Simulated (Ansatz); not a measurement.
A series of calculations on BNH₃F

## 1. Relaxation

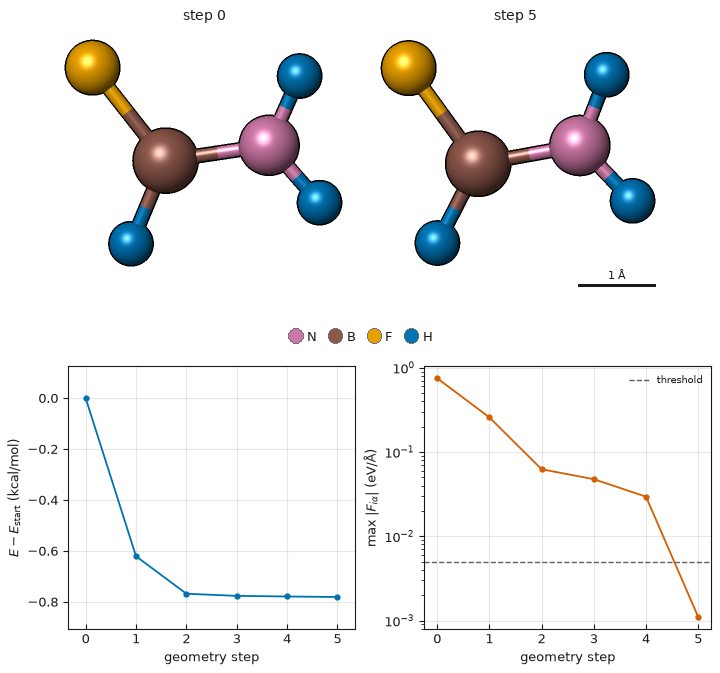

First and last geometry of a constrained relaxation of BNH3F, with the history of the run. Style: ball-and-stick. Shown face on.

Method: RKS PBE0-D4/def2-TZVP (Ansatz). Settings: held fixed: the distance between atoms 2 (B) and 3 (F), counting from 1; force threshold 0.005 eV/Å; at most 200 steps.

Did the run converge, and what did it change?

Answer. It converged. The F atom moves most after the best rigid fit: 0.068 Å. Largest moves by element: F 0.068 Å, H 0.062 Å, B 0.046 Å, N 0.005 Å. Some distances before and after: B–N 1.389 → 1.372 Å, B–H 1.196 → 1.186 Å. Bond angles that change, for instance: N–B–H 121.8° → 128.1°, N–B–F 119.2° → 115.3°, F–B–H 119.0° → 116.6°. After 5 geometry steps the energy has fallen by 0.78 kcal/mol. The largest force component goes from 0.75 to 0.0011 eV/Å. The run took of the order of 18 core-seconds on a shared host.

```
step  E − E(0), kcal/mol  largest force component, eV/Å
   0                0.00                         0.7504
   1               -0.62                         0.2576
   2               -0.77                         0.0625
   3               -0.78                         0.0476
   4               -0.78                         0.0295
   5               -0.78                         0.0011
```

## 2. Relaxation

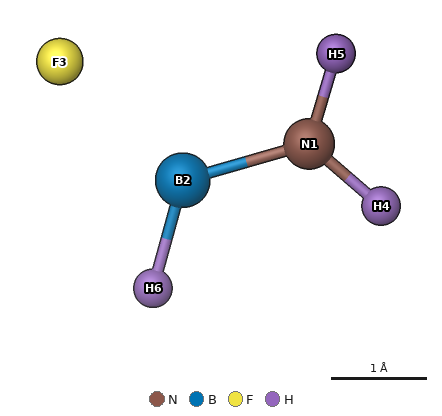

This is the input geometry for a constrained relaxation of BNH3F. The picture is a ball-and-stick view, seen at a tilt.

All numbers below come from RKS PBE0-D4/def2-TZVP in Ansatz.

The input:
```yaml
crystal:
  periodic: [false, false, false]
  atoms:
    - {symbol: N, position_ang: [-0.426397, 0.101058, -0.582094]}
    - {symbol: B, position_ang: [0.415738, -0.151693, 0.493775]}
    - {symbol: F, position_ang: [0.457534, 1.011756, 1.873146]}
    - {symbol: H, position_ang: [-0.487796, -0.513325, -1.373424]}
    - {symbol: H, position_ang: [-1.022001, 0.910675, -0.632165]}
    - {symbol: H, position_ang: [1.115748, -1.121159, 0.531792]}
basis:
  gaussian: {orbitals: def2-TZVP}
hamiltonian: {xc: pbe0, dispersion: d4}
relax: {f_tol: 0.005, max_steps: 200, constraints: [{distance: [1, 2]}]}
```

Question: Where does the constrained relaxation end?

Answer: F3 moves most after the best rigid fit: 0.16 Å. By element the largest moves are F 0.16 Å, H 0.13 Å, B 0.10 Å, N 0.01 Å. Among the contacts that change: N1–B2 1.389 → 1.357 Å, B2–H6 1.196 → 1.179 Å. Among the angles between lasting bonds that change: N1–B2–H6 121.8° → 135.6°, B2–N1–H5 122.9° → 120.3°. Over 5 geometry steps the energy falls by 2.94 kcal/mol. Largest force component: 1.3 eV/Å at the start, 0.0033 eV/Å at the end. The run took of the order of 16 core-seconds on a shared host.

The structure at the end:

```xyz
6

N    -0.4187    0.0964   -0.5748
B     0.4326   -0.2330    0.4300
F     0.3745    1.0114    1.7362
H    -0.5458   -0.4558   -1.4059
H    -0.9714    0.9369   -0.5177
H     1.1817   -1.1185    0.6433
```

The end point in the same view:

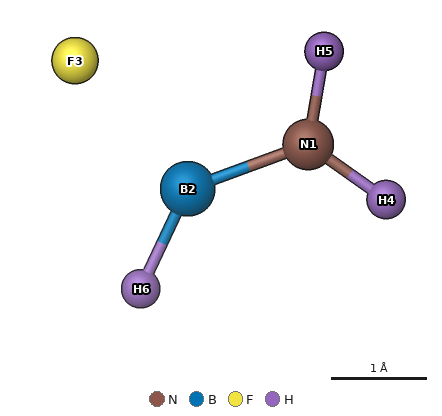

## 3. Scan

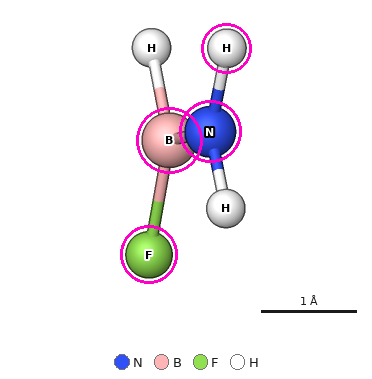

A scan of BNH3F: the H4–N1–B2–F3 dihedral angle is varied, with all other coordinates relaxed. The picture shows the minimum geometry. The ringed atoms are those of the scanned coordinate. Style: ball-and-stick. Shown almost along the central bond, with a slight tilt.

Single-point energies from Ansatz with PBE0-D4, wB97M-V, r2SCAN-D4, B3LYP-D4, PBE-D4, CCSD(T) in the def2-TZVPP basis, on geometries relaxed under the constraint at PBE0-D4/def2-TZVP. Coupled cluster with a frozen core. Energies are counted from the PBE0-D4/def2-TZVP minimum geometry at the same level.

Input file:
```yaml
crystal:
  periodic: [false, false, false]
  atoms:
    - {symbol: N, position_ang: [-0.426397, 0.101058, -0.582094]}
    - {symbol: B, position_ang: [0.415738, -0.151693, 0.493775]}
    - {symbol: F, position_ang: [0.446710, 0.710446, 1.515916]}
    - {symbol: H, position_ang: [-0.487796, -0.513325, -1.373424]}
    - {symbol: H, position_ang: [-1.022001, 0.910675, -0.632165]}
    - {symbol: H, position_ang: [1.115748, -1.121159, 0.531792]}
basis:
  gaussian: {orbitals: def2-TZVPP}
hamiltonian: {xc: pbe0, dispersion: d4}
```

**What energies does the calculation give (the dihedral: −180.0, −164.2, −141.7, −119.2, −96.7, −74.2, −51.7, −29.2, −6.7°)?**

Energies in kJ/mol.

| dihedral angle (°) | PBE0-D4 | wB97M-V | r2SCAN-D4 | B3LYP-D4 | PBE-D4 | CCSD(T) |
| --- | --- | --- | --- | --- | --- | --- |
| −180.0 | 0.0 | 0.0 | 0.0 | 0.0 | 0.0 | 0.0 |
| −164.2 | 2.5 | 2.4 | 2.4 | 2.5 | 2.4 | 2.4 |
| −141.7 | 15.0 | 14.9 | 14.9 | 15.2 | 14.8 | 15.0 |
| −119.2 | 38.0 | 37.5 | 37.8 | 38.3 | 37.5 | 38.2 |
| −96.7 | 67.5 | 66.7 | 67.6 | 68.2 | 67.2 | 68.1 |
| −74.2 | 95.7 | 94.2 | 96.1 | 96.6 | 96.3 | 96.2 |
| −51.7 | 25.8 | 25.7 | 25.6 | 26.2 | 25.3 | 25.6 |
| −29.2 | 8.0 | 8.0 | 7.9 | 8.2 | 7.9 | 7.8 |
| −6.7 | 0.4 | 0.4 | 0.4 | 0.4 | 0.5 | 0.4 |

With PBE0-D4: the lowest computed point lies at the dihedral −180.0° (0.0 kJ/mol). A local maximum lies at −74.2° (95.7 kJ/mol). The highest point, at −74.2°, lies 95.7 kJ/mol above the lowest and gives the barrier to rotation to within the spacing of the points. At −74.2° the levels give wB97M-V 94.2 kJ/mol, PBE0-D4 95.7 kJ/mol, r2SCAN-D4 96.1 kJ/mol, CCSD(T) 96.2 kJ/mol, PBE-D4 96.3 kJ/mol, B3LYP-D4 96.6 kJ/mol. Closest to CCSD(T) there is r2SCAN-D4.

As a plot:

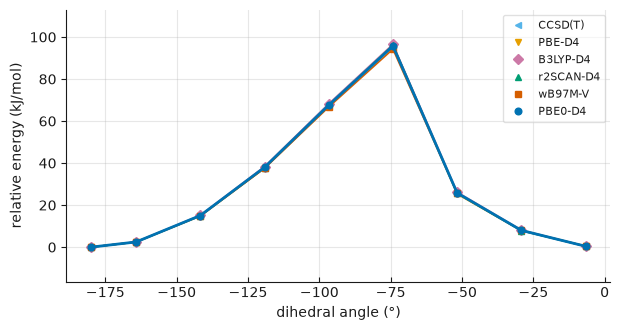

## 4. Scan

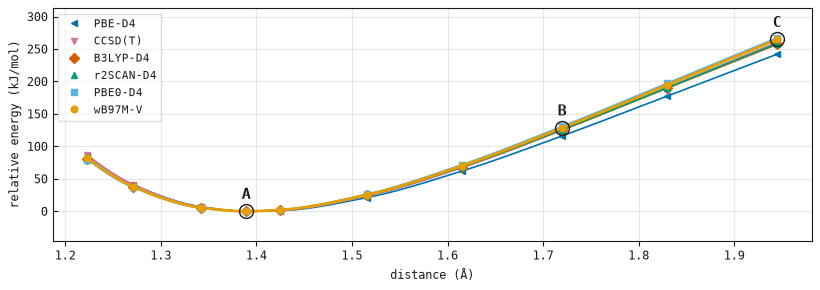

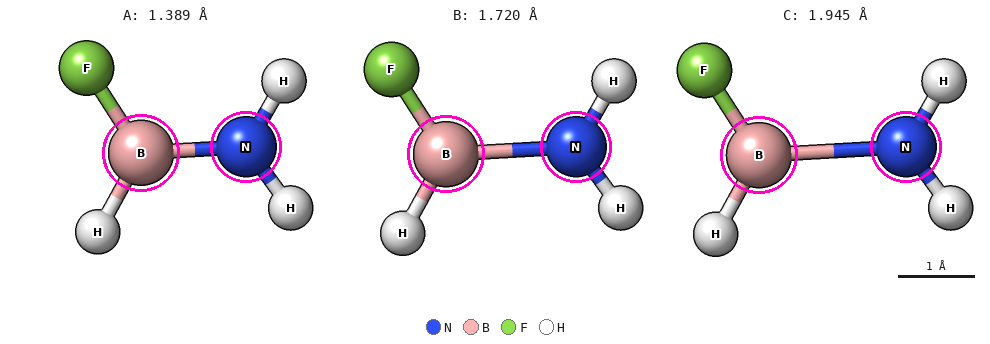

Energy scan for BNH3F, in which the N–B bond length is varied, with the rest of the molecule carried along rigidly. The lettered frames are marked on the plot, at the values of wB97M-V. Style: ball-and-stick. Shown face on. The ringed atoms are those of the scanned coordinate.

Computed with Ansatz: wB97M-V, PBE0-D4, r2SCAN-D4, B3LYP-D4, CCSD(T), PBE-D4, basis def2-TZVPP, on geometries moved rigidly from the minimum at PBE0-D4/def2-TZVP. Coupled cluster with a frozen core. Energies are counted from the PBE0-D4/def2-TZVP minimum geometry at the same level.

### Read off the main features of the energy profile.

With wB97M-V: of the computed points the lowest is at the distance 1.389 Å, 0.0 kJ/mol. The curvature at the lowest point is about 45 eV/Å² (7.2 mdyn/Å). The well is steeper on the short side, as for any bond. At 1.945 Å the levels give PBE-D4 242.1 kJ/mol, B3LYP-D4 257.1 kJ/mol, r2SCAN-D4 258.5 kJ/mol, CCSD(T) 260.5 kJ/mol, wB97M-V 264.7 kJ/mol, PBE0-D4 267.4 kJ/mol. Closest to CCSD(T) there is r2SCAN-D4.
